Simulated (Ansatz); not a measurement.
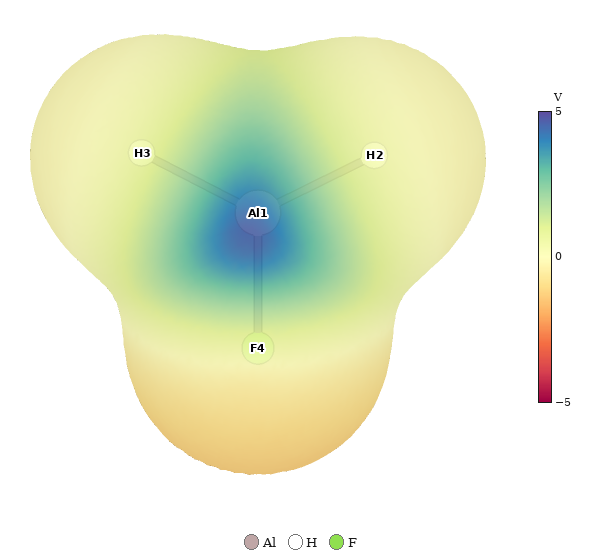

The picture shows: AlFH₂ (AlH2F). The electrostatic potential painted on the density surface at 0.002 e/bohr³, seen at a tilt; red is negative and blue positive.

Geometry: PBE0-D4/def2-TZVP.

Computed with RKS PBE0-D4/def2-TZVP in Ansatz.

Question: Describe the electrostatic potential map.

Answer: The most negative region (about −1.3 V, or −30 kcal/mol for a unit charge) lies over F4, the most positive (about +4.5 V, or +104 kcal/mol for a unit charge) over Al1.
